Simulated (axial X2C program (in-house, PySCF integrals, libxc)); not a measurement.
**OBe⁺: EOM-IP-CCSD levels**

Aim: EOM-IP-CCSD levels of OBe⁺, with spin–orbit coupling in the Hamiltonian from the start.

Computed with an in-house X2C program for linear molecules on PySCF integrals. Level: two-component X2C with atomic mean-field terms, O dyall-av3z, Be dyall-cv3z.

All values are calculated.

## Step 1: Set-up

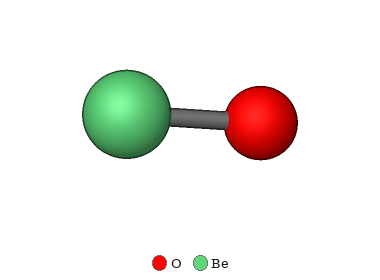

The two atoms at 1.470 Å (oxygen red, beryllium green).

Contents of task.json:

```json
{
 "zs": [
  8,
  4
 ],
 "q": 1,
 "bas": [
  "dyall-av3z",
  "dyall-cv3z"
 ],
 "r0": 1.47,
 "eom": "ip",
 "rq": 0,
 "thr": -2.0,
 "nmax": 95,
 "grid": [
  1,
  0.96,
  1.045,
  0.92,
  1.09,
  1.15
 ]
}
```

Keys: zs atomic numbers; q charge; bas basis sets; r0 starting distance in Å; eom kind of EOM run; thr threshold in hartree for freezing inner shells (an s shell follows its p shell); nmax most natural virtual spinors; grid distances as factors.

Run with:

```sh
python soeom.py task.json out
```

Nuclei are Gaussian, cores are contracted, and the Gaunt term is on.

## Step 2: EOM-IP-CCSD at 1.320 Å

Reference: the closed shell OBe; 8 electrons correlated, 94 virtual spinors; roots sought by Ω: 1/2: 4, 3/2: 3, 5/2: 1.

Output:

```text
two-component X2C + atomic mean field  HF
basis functions 108  fitting functions 532  grid points 4346
iter        total energy     max residual
   1        -89.491529230     7.45e-02
   2        -89.501687748     7.20e-03
   3        -89.502038113     6.99e-03
   4        -89.502392299     2.02e-03
   5        -89.502433962     6.40e-04
   6        -89.502448169     2.62e-04
   7        -89.502448865     9.84e-05
   8        -89.502448940     1.07e-05
   9        -89.502448942     2.84e-06
  10        -89.502448942     7.83e-07
converged
one-electron -149.50125605  Coulomb 58.19452744  exact exchange -11.01957339  xc functional 0.00000000  nuclear repulsion 12.82853845  atomic mean-field constant -0.00468539
correlated 8  virtual 176  natural virtual 94  E(MP2) -0.308791826  MP2 remainder -0.002770837
iter   CCSD correlation   residual
   1     -0.281567468   1.69e-01
   2     -0.292392848   9.10e-02
   3     -0.295533598   2.33e-02
   4     -0.295717546   9.58e-03
   5     -0.295769071   2.97e-03
   6     -0.295762671   1.21e-03
   7     -0.295755440   5.85e-04
   8     -0.295765154   1.90e-04
   9     -0.295764796   4.43e-05
  10     -0.295764178   1.20e-05
  11     -0.295764513   3.41e-06
  12     -0.295764449   1.17e-06
  13     -0.295764458   4.36e-07
(T) -0.015542944  T1 0.0375  D1 0.0502  max T2 0.063
EOM-IP-CCSD roots
2*Omega      energy/Eh   energy/eV  one-particle weight
    1       0.36726016      9.9937      0.926
    1       0.40376574     10.9870      0.920
    1       0.90555432     24.6414      0.000
    1       0.90574449     24.6466      0.000
    3       0.36669928      9.9784      0.926
    3       0.90537938     24.6366      0.000
    3       0.91524647     24.9051      0.000
    5       0.90521846     24.6322      0.000
```

T1 in the output is the amplitude norm over the root of the electron number; divide by √2 for the Lee–Taylor value.

```tsv
Ω	vertical IE (eV)	above lowest (cm⁻¹)	spinor	weight
3/2	9.978	0	73% O pπ, 18% Be pπ	0.93
1/2	9.994	120	73% O pπ, 18% Be pπ	0.93
1/2	10.987	8140	83% O pσ	0.92
```

Wall time 2.9 s (1 thread of Arm Neoverse V1, shared host); peak memory 0.48 GiB.

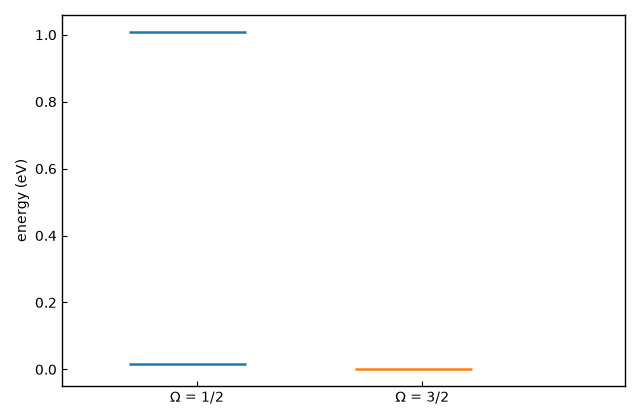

The roots by Ω, from the lowest.

## Step 3: EOM-IP-CCSD at 1.267 Å

```tsv
Ω	vertical IE (eV)	above lowest (cm⁻¹)	spinor	weight
3/2	10.205	0	72% O pπ, 19% Be pπ	0.93
1/2	10.221	130	72% O pπ, 19% Be pπ	0.93
1/2	11.000	6420	83% O pσ	0.92
```

Run time: 2.8 s. Hardware: 1 thread of Arm Neoverse V1, shared host; peak memory 0.48 GiB.

## Step 4: EOM-IP-CCSD at 1.379 Å

```tsv
Ω	vertical IE (eV)	above lowest (cm⁻¹)	spinor	weight
3/2	9.760	0	75% O pπ, 17% Be pπ	0.92
1/2	9.775	130	75% O pπ, 17% Be pπ	0.92
1/2	10.969	9760	83% O pσ, 6% Be sσ	0.92
```

It took 2.9 s on 1 thread of Arm Neoverse V1, shared host; peak memory 0.48 GiB.

## Step 5: EOM-IP-CCSD at 1.214 Å

```tsv
Ω	vertical IE (eV)	above lowest (cm⁻¹)	spinor	weight
3/2	10.460	0	71% O pπ, 20% Be pπ	0.93
1/2	10.476	130	71% O pπ, 20% Be pπ	0.93
1/2	11.002	4380	83% O pσ, 6% Be pσ	0.92
```

Run time: 2.9 s. Hardware: 1 thread of Arm Neoverse V1, shared host; peak memory 0.49 GiB.

## Step 6: EOM-IP-CCSD at 1.439 Å

```tsv
Ω	vertical IE (eV)	above lowest (cm⁻¹)	spinor	weight
3/2	9.570	0	77% O pπ, 16% Be pπ	0.92
1/2	9.586	130	77% O pπ, 16% Be pπ	0.92
1/2	10.943	11080	82% O pσ, 8% Be sσ	0.92
```

Run time: 2.9 s. Hardware: 1 thread of Arm Neoverse V1, shared host; peak memory 0.49 GiB.

## Step 7: EOM-IP-CCSD at 1.518 Å

```tsv
Ω	vertical IE (eV)	above lowest (cm⁻¹)	spinor	weight
3/2	9.372	0	79% O pπ, 15% Be pπ	0.92
1/2	9.388	130	79% O pπ, 14% Be pπ	0.92
1/2	10.911	12410	80% O pσ, 10% Be sσ	0.92
```

It took 3.6 s on 1 thread of Arm Neoverse V1, shared host; peak memory 0.49 GiB.

## Step 8: Curves of the states

Energies in eV from the lowest point of the lowest state; states are followed by energy order within each Ω.

```tsv
R (Å)	(1)Ω=3/2	(1)Ω=1/2	(2)Ω=1/2
1.214	1.0414	1.0574	1.5839
1.267	0.4860	0.5021	1.2814
1.320	0.1597	0.1750	1.1683
1.379	0.0000	0.0155	1.2096
1.439	0.0010	0.0168	1.3745
1.518	0.1871	0.2032	1.7260
```

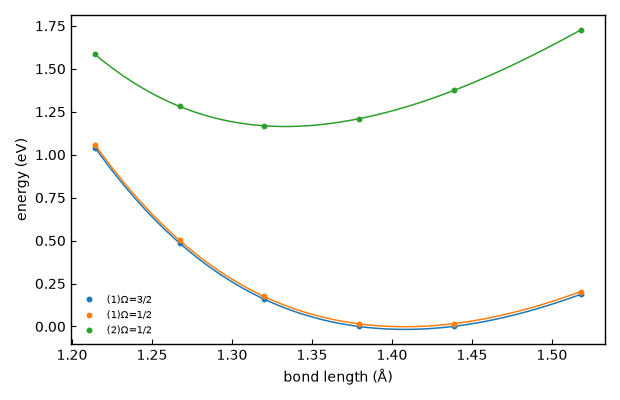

The states along the bond.

## Step 9: Summary of results

```
                     quantity                           value
       lowest root at 1.320 Å               Ω = 3/2, 9.978 eV
next root led by one particle  Ω = 1/2, about 120 cm⁻¹ higher
          T1 of the reference                           0.026
```

What this shows: Removing an electron from the reference determinant of OBe costs 9.98 eV and empties a spinor of 73% O pπ, 18% Be pπ. Errors of 0.1 to 0.3 eV are usual at this size, and roots led by higher excitations are left out, so the list is incomplete, and low states of that kind can be missing. T1 or the largest double amplitude of the reference is raised, which lowers the reliability.
